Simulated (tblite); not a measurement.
## CH5OSi: geometry relaxation

The run: geometry relaxation of CH5OSi, multiplicity 2. Method and program: GFN2-xTB geometry optimisation, gas phase (tblite 0.8.0).

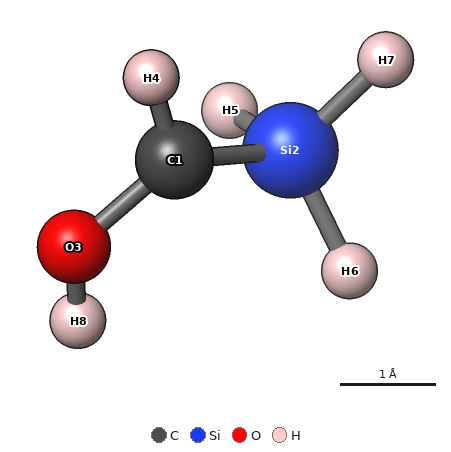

*The structure as given in the input (ball-and-stick view, seen at a tilt; atoms are numbered from 1 in the order of the input).*

Bond lengths as drawn: C–H 1.01 Å, C–O 1.42 Å, C–Si 1.84 Å, H–O 0.98 Å and H–Si 1.42 to 1.43 Å.

**Results in brief**

```json
{"quantity": "outcome", "value": "converged"}
{"quantity": "total energy", "value": "−283.0672 eV"}
{"quantity": "hardware", "value": "1 CPU thread, shared host"}
{"quantity": "wall time", "value": "0.75 s"}
{"quantity": "peak memory", "value": "0.18 GiB"}
```

**The input**
```
{"job": {"kind": "relax", "xc": "GFN2-xTB", "basis": "xTB"}, "charge": 0, "multiplicity": 2}
C      0.917274    -0.114764     0.042249
Si    -0.616235    -1.123166    -0.138483
O      1.767443    -0.122607    -1.089577
H      1.372885    -0.138858     0.939080
H     -0.288433    -2.488705    -0.368129
H     -1.407419    -0.629130    -1.219449
H     -1.368226    -1.014254     1.072156
H      1.478865    -0.301237    -2.006009
```

The first line tells a small driver script what to run in tblite; the rest is the geometry in Å.

Command:
```bash
OMP_NUM_THREADS=1 python <driver script> task.json out
```

**What the program printed**
```
step      E/eV     max force
  0    -282.53282    4.872
  1    -282.78962    1.296
  2    -282.86266    1.014
  3    -282.98603    0.457
  4    -282.99478    0.377
  5    -283.01139    0.368
  6    -283.02408    0.378
  7    -283.03635    0.331
  8    -283.04423    0.300
  9    -283.05009    0.204
 10    -283.05462    0.205
 11    -283.05735    0.149
 12    -283.05923    0.154
 13    -283.06131    0.157
 14    -283.06333    0.138
 15    -283.06471    0.116
 16    -283.06532    0.064
 17    -283.06568    0.075
 18    -283.06616    0.079
 19    -283.06663    0.078
 20    -283.06690    0.044
 21    -283.06699    0.027
 22    -283.06704    0.027
 23    -283.06710    0.034
 24    -283.06717    0.034
 25    -283.06722    0.018
 26    -283.06723    0.004
```

**Trajectory as extended XYZ (Å, eV, eV/Å), 26 of the 27 frames kept, from step=0 to step=26**
```
8
Properties=species:S:1:pos:R:3:forces:R:3 step=0 energy=-282.53282
C     0.9173   -0.1148    0.0422   -1.1400  -0.7020  -4.6840
Si   -0.6162   -1.1232   -0.1385   -0.1260   0.4880   0.3800
O     1.7674   -0.1226   -1.0896    0.6460   0.4440   1.3040
H     1.3729   -0.1389    0.9391    1.9530   0.3900   2.2640
H    -0.2884   -2.4887   -0.3681    0.1640  -1.0030  -0.2550
H    -1.4074   -0.6291   -1.2194   -0.3760   0.2610  -0.7320
H    -1.3682   -1.0143    1.0722   -0.3230   0.0560   0.6260
H     1.4789   -0.3012   -2.0060   -0.7970   0.0650   1.0970
8
Properties=species:S:1:pos:R:3:forces:R:3 step=1 energy=-282.78962
C     0.9010   -0.1248   -0.0247    0.7440  -0.2460   0.2300
Si   -0.6180   -1.1162   -0.1331   -0.6720  -0.2430   0.0080
O     1.7767   -0.1163   -1.0710    0.8150   0.2890  -0.2050
H     1.4008   -0.1333    0.9714    0.0300   0.4080  -1.0740
H    -0.2861   -2.5030   -0.3718    0.0050  -0.5560  -0.1650
H    -1.4128   -0.6254   -1.2299   -0.2740   0.1380  -0.5230
H    -1.3728   -1.0135    1.0811   -0.2140   0.0780   0.5150
H     1.4675   -0.3003   -1.9903   -0.4350   0.1330   1.2140
8
Properties=species:S:1:pos:R:3:forces:R:3 step=2 energy=-282.86266
C     0.9091   -0.1298   -0.0313    0.4270  -0.3620   0.2840
Si   -0.6278   -1.1186   -0.1321   -0.3460  -0.1830  -0.0720
O     1.7896   -0.1112   -1.0711    0.7340   0.2880   0.0440
H     1.4053   -0.1267    0.9610    0.0460   0.3830  -0.9370
H    -0.2857   -2.5130   -0.3746   -0.0630  -0.3600  -0.1240
H    -1.4175   -0.6229   -1.2388   -0.2070   0.0870  -0.4010
H    -1.3766   -1.0122    1.0897   -0.1640   0.0730   0.4220
H     1.4597   -0.2983   -1.9709   -0.4260   0.0730   0.7840
8
Properties=species:S:1:pos:R:3:forces:R:3 step=3 energy=-282.98603
C     0.9297   -0.1567   -0.0479    0.0170  -0.4120   0.1980
Si   -0.6526   -1.1270   -0.1333    0.1750  -0.0890  -0.1600
O     1.8407   -0.0900   -1.0606   -0.1300   0.0620   0.0700
H     1.4223   -0.0997    0.9179    0.1070   0.3050  -0.1800
H    -0.2880   -2.5441   -0.3845   -0.2430   0.1100  -0.0240
H    -1.4336   -0.6152   -1.2701    0.0150  -0.0750  -0.0030
H    -1.3895   -1.0072    1.1213    0.0850   0.0380  -0.0410
H     1.4272   -0.2929   -1.9109   -0.0260   0.0610   0.1420
8
Properties=species:S:1:pos:R:3:forces:R:3 step=4 energy=-282.99478
C     0.9324   -0.1660   -0.0475    0.0140  -0.3580   0.1180
Si   -0.6530   -1.1293   -0.1358    0.1270  -0.0610  -0.0970
O     1.8444   -0.0866   -1.0585   -0.1730   0.0540   0.1140
H     1.4261   -0.0919    0.9106    0.1260   0.2880  -0.0110
H    -0.2919   -2.5462   -0.3861   -0.2420   0.0910  -0.0290
H    -1.4353   -0.6154   -1.2738    0.0400  -0.0850   0.0290
H    -1.3897   -1.0061    1.1243    0.1260   0.0300  -0.1210
H     1.4231   -0.2912   -1.9014   -0.0180   0.0400  -0.0030
8
Properties=species:S:1:pos:R:3:forces:R:3 step=5 energy=-283.01139
C     0.9383   -0.1918   -0.0437    0.0390  -0.2020   0.0630
Si   -0.6511   -1.1349   -0.1422   -0.0250   0.0100   0.0470
O     1.8452   -0.0794   -1.0518   -0.1440   0.0510   0.0560
H     1.4363   -0.0702    0.8989    0.1130   0.2400   0.2560
H    -0.3057   -2.5476   -0.3897   -0.2100  -0.0390  -0.0600
H    -1.4368   -0.6183   -1.2792    0.0680  -0.0820   0.0490
H    -1.3859   -1.0032    1.1252    0.1680   0.0180  -0.2110
H     1.4158   -0.2873   -1.8857   -0.0090   0.0030  -0.2000
8
Properties=species:S:1:pos:R:3:forces:R:3 step=6 energy=-283.02408
C     0.9437   -0.2171   -0.0365    0.1550  -0.0420   0.0730
Si   -0.6486   -1.1395   -0.1470   -0.1330   0.0480   0.1250
O     1.8406   -0.0732   -1.0465   -0.0870   0.0540  -0.0200
H     1.4461   -0.0475    0.8948    0.0390   0.1790   0.3300
H    -0.3220   -2.5480   -0.3936   -0.1680  -0.1800  -0.0910
H    -1.4360   -0.6229   -1.2814    0.0670  -0.0550   0.0260
H    -1.3787   -1.0006    1.1204    0.1400   0.0170  -0.1820
H     1.4110   -0.2839   -1.8783   -0.0140  -0.0220  -0.2610
8
Properties=species:S:1:pos:R:3:forces:R:3 step=7 energy=-283.03635
C     0.9527   -0.2456   -0.0247    0.2380   0.0990   0.0980
Si   -0.6469   -1.1436   -0.1506   -0.1110   0.0510   0.1310
O     1.8318   -0.0660   -1.0419   -0.0130   0.0570  -0.1390
H     1.4565   -0.0194    0.8965   -0.0680   0.0910   0.2800
H    -0.3437   -2.5508   -0.3995   -0.1260  -0.2840  -0.1140
H    -1.4333   -0.6294   -1.2824    0.0470  -0.0080  -0.0260
H    -1.3678   -0.9974    1.1110    0.0440   0.0280  -0.0410
H     1.4067   -0.2806   -1.8765   -0.0120  -0.0340  -0.1910
8
Properties=species:S:1:pos:R:3:forces:R:3 step=8 energy=-283.04423
C     0.9626   -0.2631   -0.0139    0.2030   0.1350   0.0480
Si   -0.6461   -1.1454   -0.1513    0.0250   0.0020   0.0680
O     1.8245   -0.0603   -1.0417    0.0400   0.0670  -0.1580
H     1.4617    0.0009    0.9029   -0.1180   0.0270   0.1820
H    -0.3611   -2.5570   -0.4054   -0.1090  -0.2580  -0.1070
H    -1.4302   -0.6341   -1.2830    0.0340   0.0280  -0.0570
H    -1.3595   -0.9947    1.1038   -0.0510   0.0400   0.1080
H     1.4043   -0.2790   -1.8796   -0.0240  -0.0420  -0.0840
8
Properties=species:S:1:pos:R:3:forces:R:3 step=9 energy=-283.05009
C     0.9725   -0.2721   -0.0061    0.0930   0.1050  -0.0220
Si   -0.6444   -1.1467   -0.1504    0.1510  -0.0590   0.0070
O     1.8204   -0.0552   -1.0444    0.0590   0.0710  -0.1250
H     1.4629    0.0149    0.9112   -0.1230  -0.0100   0.0720
H    -0.3750   -2.5660   -0.4114   -0.1040  -0.1510  -0.0800
H    -1.4274   -0.6367   -1.2844    0.0450   0.0410  -0.0470
H    -1.3551   -0.9920    1.1012   -0.0930   0.0440   0.1760
H     1.4022   -0.2789   -1.8839   -0.0280  -0.0420   0.0190
8
Properties=species:S:1:pos:R:3:forces:R:3 step=10 energy=-283.05462
C     0.9814   -0.2753   -0.0022   -0.0070   0.0600  -0.0710
Si   -0.6408   -1.1485   -0.1490    0.1800  -0.0960  -0.0110
O     1.8196   -0.0500   -1.0488    0.0430   0.0680  -0.0450
H     1.4612    0.0239    0.9193   -0.1050  -0.0290  -0.0360
H    -0.3864   -2.5762   -0.4174   -0.1000  -0.0290  -0.0460
H    -1.4245   -0.6374   -1.2865    0.0790   0.0300   0.0000
H    -1.3541   -0.9893    1.1033   -0.0660   0.0340   0.1330
H     1.3998   -0.2800   -1.8868   -0.0240  -0.0380   0.0750
8
Properties=species:S:1:pos:R:3:forces:R:3 step=11 energy=-283.05735
C     0.9866   -0.2744   -0.0024   -0.0650   0.0230  -0.0750
Si   -0.6363   -1.1511   -0.1476    0.1200  -0.0870   0.0070
O     1.8211   -0.0456   -1.0523    0.0140   0.0580   0.0110
H     1.4578    0.0275    0.9235   -0.0770  -0.0280  -0.0910
H    -0.3939   -2.5835   -0.4217   -0.0920   0.0370  -0.0210
H    -1.4214   -0.6368   -1.2880    0.1130   0.0110   0.0500
H    -1.3553   -0.9872    1.1075   -0.0030   0.0170   0.0380
H     1.3977   -0.2816   -1.8870   -0.0110  -0.0300   0.0800
8
Properties=species:S:1:pos:R:3:forces:R:3 step=12 energy=-283.05923
C     0.9889   -0.2733   -0.0041   -0.0720   0.0090  -0.0590
Si   -0.6318   -1.1544   -0.1463    0.0310  -0.0550   0.0290
O     1.8226   -0.0416   -1.0544   -0.0150   0.0450   0.0460
H     1.4542    0.0294    0.9245   -0.0520  -0.0200  -0.1020
H    -0.4005   -2.5879   -0.4251   -0.0770   0.0480  -0.0080
H    -1.4173   -0.6362   -1.2881    0.1320  -0.0030   0.0790
H    -1.3560   -0.9856    1.1108    0.0510   0.0010  -0.0390
H     1.3960   -0.2832   -1.8855    0.0020  -0.0240   0.0540
8
Properties=species:S:1:pos:R:3:forces:R:3 step=14 energy=-283.06333
C     0.9913   -0.2739   -0.0083   -0.0470   0.0060  -0.0060
Si   -0.6208   -1.1646   -0.1421   -0.1280   0.0240   0.0450
O     1.8223   -0.0295   -1.0561   -0.0470   0.0140   0.0440
H     1.4444    0.0362    0.9211    0.0090   0.0050  -0.0360
H    -0.4226   -2.5956   -0.4336   -0.0220  -0.0200   0.0110
H    -1.3991   -0.6360   -1.2831    0.1040   0.0040   0.0550
H    -1.3521   -0.9817    1.1135    0.1010  -0.0250  -0.0910
H     1.3928   -0.2876   -1.8796    0.0320  -0.0090  -0.0200
8
Properties=species:S:1:pos:R:3:forces:R:3 step=15 energy=-283.06471
C     0.9910   -0.2753   -0.0090   -0.0370   0.0090   0.0080
Si   -0.6182   -1.1686   -0.1400   -0.1120   0.0230   0.0210
O     1.8198   -0.0242   -1.0557   -0.0380   0.0060   0.0170
H     1.4408    0.0400    0.9189    0.0250   0.0120   0.0020
H    -0.4333   -2.5984   -0.4368   -0.0010  -0.0500   0.0170
H    -1.3889   -0.6362   -1.2793    0.0580   0.0280   0.0020
H    -1.3476   -0.9806    1.1119    0.0700  -0.0240  -0.0330
H     1.3926   -0.2895   -1.8781    0.0350  -0.0050  -0.0340
8
Properties=species:S:1:pos:R:3:forces:R:3 step=16 energy=-283.06532
C     0.9899   -0.2760   -0.0088   -0.0310   0.0100   0.0090
Si   -0.6186   -1.1699   -0.1390   -0.0550   0.0000  -0.0070
O     1.8174   -0.0220   -1.0553   -0.0250   0.0050   0.0040
H     1.4396    0.0420    0.9181    0.0240   0.0110   0.0110
H    -0.4381   -2.6000   -0.4378    0.0040  -0.0490   0.0210
H    -1.3834   -0.6359   -1.2775    0.0230   0.0450  -0.0380
H    -1.3442   -0.9806    1.1104    0.0310  -0.0180   0.0270
H     1.3934   -0.2904   -1.8784    0.0290  -0.0040  -0.0280
8
Properties=species:S:1:pos:R:3:forces:R:3 step=17 energy=-283.06568
C     0.9884   -0.2755   -0.0086   -0.0300   0.0070   0.0080
Si   -0.6200   -1.1704   -0.1386   -0.0040  -0.0190  -0.0250
O     1.8158   -0.0212   -1.0550   -0.0170   0.0050  -0.0030
H     1.4395    0.0424    0.9179    0.0170   0.0070   0.0070
H    -0.4396   -2.6015   -0.4375    0.0010  -0.0340   0.0240
H    -1.3805   -0.6347   -1.2773    0.0040   0.0500  -0.0560
H    -1.3422   -0.9810    1.1103    0.0050  -0.0130   0.0600
H     1.3947   -0.2909   -1.8794    0.0230  -0.0040  -0.0150
8
Properties=species:S:1:pos:R:3:forces:R:3 step=18 energy=-283.06616
C     0.9856   -0.2740   -0.0086   -0.0180   0.0030   0.0060
Si   -0.6221   -1.1712   -0.1385    0.0450  -0.0340  -0.0370
O     1.8138   -0.0202   -1.0548   -0.0100   0.0050  -0.0040
H     1.4395    0.0424    0.9178    0.0030   0.0020  -0.0050
H    -0.4409   -2.6040   -0.4365   -0.0060  -0.0080   0.0250
H    -1.3768   -0.6319   -1.2783   -0.0110   0.0460  -0.0630
H    -1.3397   -0.9821    1.1115   -0.0150  -0.0110   0.0770
H     1.3967   -0.2917   -1.8809    0.0120  -0.0030   0.0000
8
Properties=species:S:1:pos:R:3:forces:R:3 step=19 energy=-283.06663
C     0.9823   -0.2719   -0.0089   -0.0030  -0.0030   0.0040
Si   -0.6240   -1.1729   -0.1387    0.0640  -0.0300  -0.0320
O     1.8116   -0.0188   -1.0546   -0.0040   0.0030  -0.0040
H     1.4392    0.0423    0.9173   -0.0110  -0.0030  -0.0150
H    -0.4425   -2.6073   -0.4350   -0.0120   0.0170   0.0250
H    -1.3725   -0.6279   -1.2805   -0.0170   0.0300  -0.0510
H    -1.3372   -0.9834    1.1145   -0.0170  -0.0130   0.0600
H     1.3991   -0.2928   -1.8823    0.0010  -0.0010   0.0120
8
Properties=species:S:1:pos:R:3:forces:R:3 step=20 energy=-283.06690
C     0.9804   -0.2708   -0.0092    0.0120  -0.0040   0.0020
Si   -0.6243   -1.1746   -0.1392    0.0410  -0.0080  -0.0160
O     1.8103   -0.0173   -1.0545   -0.0010   0.0010  -0.0010
H     1.4388    0.0427    0.9166   -0.0180  -0.0040  -0.0130
H    -0.4446   -2.6098   -0.4339   -0.0130   0.0230   0.0220
H    -1.3694   -0.6247   -1.2828   -0.0100   0.0110  -0.0270
H    -1.3355   -0.9845    1.1175   -0.0040  -0.0180   0.0230
H     1.4004   -0.2937   -1.8826   -0.0070  -0.0010   0.0110
8
Properties=species:S:1:pos:R:3:forces:R:3 step=21 energy=-283.06699
C     0.9803   -0.2710   -0.0092    0.0130  -0.0050  -0.0010
Si   -0.6237   -1.1754   -0.1396    0.0100   0.0110  -0.0040
O     1.8099   -0.0165   -1.0544    0.0030   0.0020  -0.0020
H     1.4384    0.0432    0.9161   -0.0160  -0.0030  -0.0030
H    -0.4459   -2.6104   -0.4334   -0.0110   0.0160   0.0180
H    -1.3685   -0.6236   -1.2841    0.0000   0.0010  -0.0110
H    -1.3349   -0.9851    1.1188    0.0080  -0.0210  -0.0020
H     1.4005   -0.2939   -1.8823   -0.0080  -0.0010   0.0050
8
Properties=species:S:1:pos:R:3:forces:R:3 step=22 energy=-283.06704
C     0.9809   -0.2716   -0.0092    0.0120  -0.0030  -0.0040
Si   -0.6231   -1.1756   -0.1398   -0.0100   0.0200   0.0010
O     1.8099   -0.0161   -1.0544    0.0050   0.0020  -0.0030
H     1.4381    0.0438    0.9158   -0.0120  -0.0010   0.0040
H    -0.4470   -2.6104   -0.4330   -0.0070   0.0080   0.0150
H    -1.3682   -0.6233   -1.2848    0.0060  -0.0030  -0.0020
H    -1.3345   -0.9856    1.1191    0.0130  -0.0210  -0.0120
H     1.4002   -0.2940   -1.8819   -0.0070  -0.0010   0.0000
8
Properties=species:S:1:pos:R:3:forces:R:3 step=23 energy=-283.06710
C     0.9816   -0.2724   -0.0091    0.0060  -0.0020  -0.0070
Si   -0.6225   -1.1753   -0.1402   -0.0240   0.0230   0.0040
O     1.8098   -0.0155   -1.0545    0.0080   0.0020  -0.0060
H     1.4375    0.0445    0.9157   -0.0060   0.0010   0.0130
H    -0.4484   -2.6101   -0.4322   -0.0040   0.0000   0.0100
H    -1.3678   -0.6230   -1.2857    0.0100  -0.0050   0.0050
H    -1.3338   -0.9867    1.1193    0.0140  -0.0180  -0.0160
H     1.3997   -0.2941   -1.8815   -0.0050  -0.0010  -0.0030
8
Properties=species:S:1:pos:R:3:forces:R:3 step=24 energy=-283.06717
C     0.9824   -0.2733   -0.0092    0.0010   0.0000  -0.0080
Si   -0.6223   -1.1746   -0.1407   -0.0280   0.0180   0.0030
O     1.8098   -0.0149   -1.0547    0.0090   0.0020  -0.0070
H     1.4366    0.0451    0.9157    0.0000   0.0020   0.0160
H    -0.4501   -2.6096   -0.4307   -0.0010  -0.0060   0.0050
H    -1.3670   -0.6225   -1.2869    0.0110  -0.0050   0.0090
H    -1.3325   -0.9886    1.1195    0.0090  -0.0110  -0.0120
H     1.3993   -0.2942   -1.8812   -0.0020  -0.0010  -0.0050
8
Properties=species:S:1:pos:R:3:forces:R:3 step=25 energy=-283.06722
C     0.9826   -0.2735   -0.0094   -0.0040   0.0010  -0.0060
Si   -0.6227   -1.1738   -0.1411   -0.0160   0.0080   0.0000
O     1.8098   -0.0146   -1.0550    0.0070   0.0010  -0.0050
H     1.4357    0.0451    0.9160    0.0040   0.0020   0.0110
H    -0.4510   -2.6093   -0.4292    0.0000  -0.0050   0.0010
H    -1.3661   -0.6220   -1.2878    0.0070  -0.0030   0.0070
H    -1.3314   -0.9903    1.1196    0.0020  -0.0040  -0.0040
H     1.3992   -0.2944   -1.8813    0.0000   0.0010  -0.0040
8
Properties=species:S:1:pos:R:3:forces:R:3 step=26 energy=-283.06723
C     0.9824   -0.2731   -0.0097   -0.0020   0.0010  -0.0020
Si   -0.6231   -1.1734   -0.1412   -0.0040   0.0000  -0.0010
O     1.8099   -0.0146   -1.0552    0.0030  -0.0010  -0.0010
H     1.4355    0.0448    0.9163    0.0030   0.0010   0.0030
H    -0.4510   -2.6093   -0.4286   -0.0010  -0.0010   0.0000
H    -1.3658   -0.6218   -1.2879    0.0020  -0.0010   0.0020
H    -1.3311   -0.9909    1.1197   -0.0020  -0.0010   0.0010
H     1.3993   -0.2945   -1.8816    0.0010   0.0010  -0.0020
```

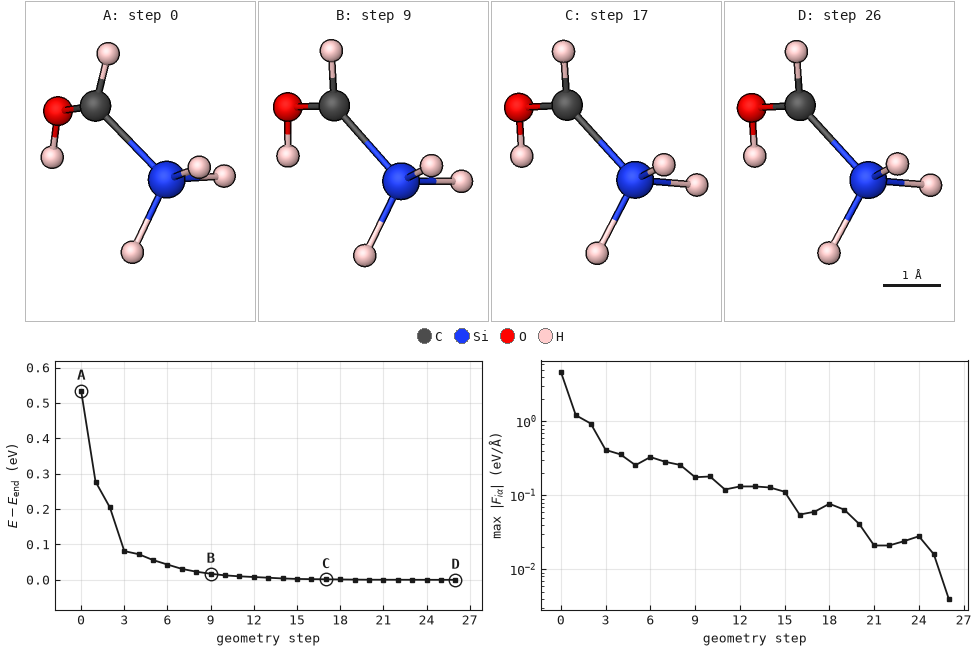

*Frames of the relaxation (ball-and-stick view, seen at a tilt) above the curves, on which the letters mark them (steps are counted from 0).*

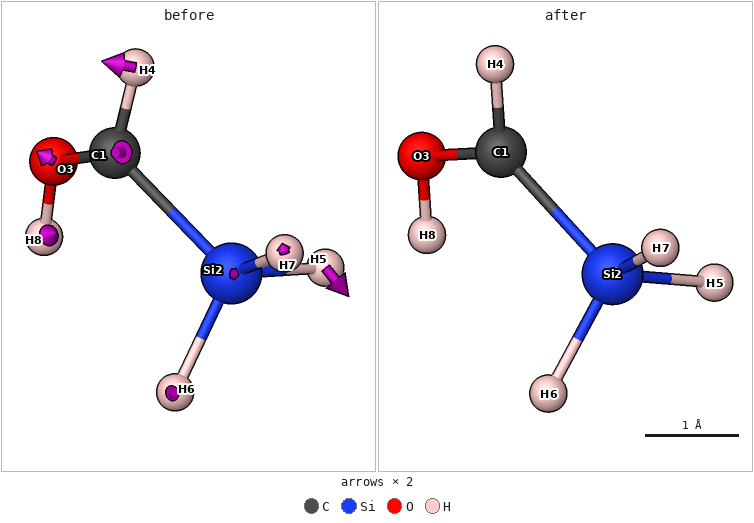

*Before (left) and after (right) the relaxation, at one scale (ball-and-stick view, seen at a tilt). The pink arrows give the displacements, magnified 2 times.*

H5 moves most after the best rigid fit: 0.21 Å. By element the largest moves are H 0.21 Å, C 0.18 Å, O 0.12 Å, Si 0.05 Å. Among the contacts that change: C1–H4 1.006 → 1.079 Å, C1–O3 1.416 → 1.358 Å, Si2–H5 1.423 → 1.474 Å, Si2–H6 1.428 → 1.473 Å. Among the angles that change: C1–O3–H8 125.0° → 110.2°, Si2–C1–O3 114.7° → 124.6°, Si2–C1–H4 116.8° → 124.8°. The energy falls by 0.534 eV in 26 geometry steps. Largest force component: 4.7 eV/Å at the start, 0.004 eV/Å at the end. (Atoms are counted from 1 in the order of the input.)
